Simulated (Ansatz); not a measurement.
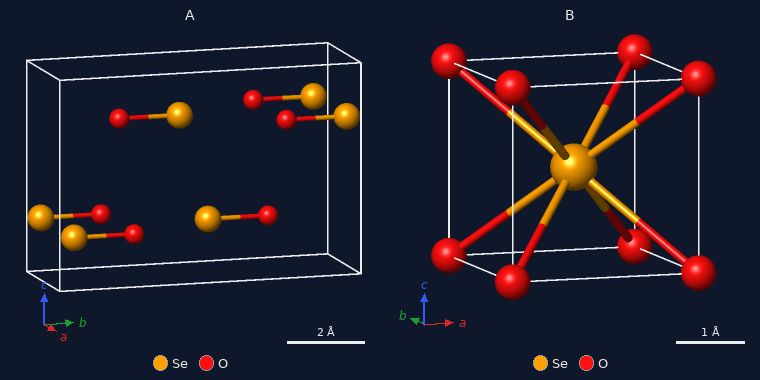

Two structures of SeO, each relaxed to rest (conventional cells in solid outline, small ones repeated, not to one scale). Method: DFT PBE, scalar-relativistic, plane waves, PAW (Ansatz 0.2.0), without spin polarisation.

**What are the two structures?**

A: 8 atoms a cell on a base-centred orthorhombic lattice, Cmcm. B: caesium chloride (CsCl, B2) type, Pm-3m.

**What is the energy order of the two?**

A is lower, by 1073 meV/atom at this level of theory (energies at zero smearing). Volumes: A 17.2, B 12.5 Å³/atom.

One or both may be structure types tried for this composition rather than known phases.
